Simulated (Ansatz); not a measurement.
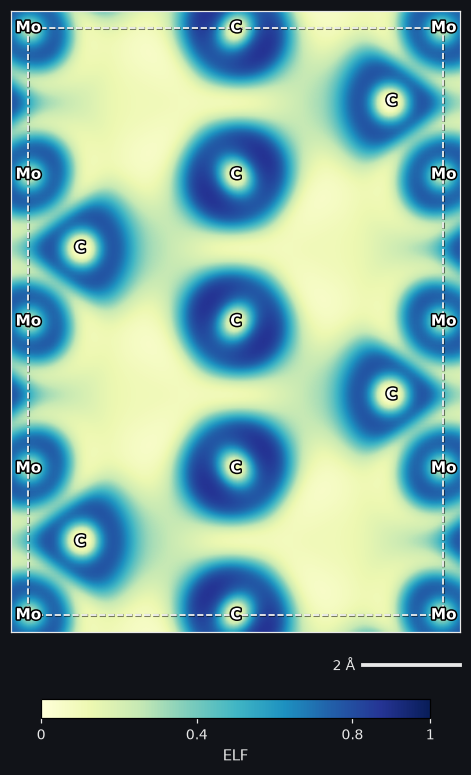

Mo2C3. ELF on the (110) plane of the conventional cell.

Space group Fd-3m; a structure generated by program, which may or may not match a known phase; computed without spin polarisation.

These are results of DFT PBE, scalar-relativistic, plane waves, PAW (Ansatz 0.2.0), not measurements.

Core electrons are frozen (PAW), and the valence fields are smoothed inside the atomic spheres.

### What does the map show?

- The plane passes through Mo and C nuclei.
- Mo–C (1.84 Å): the ELF peaks at about 0.70 in the valence shell of C, 0.6 Å from its nucleus, and drops to about 0.35 between the two atoms.
- The features right at Mo lie inside the PAW spheres, where the map follows smoothed inner orbitals and isn't to be read closely.
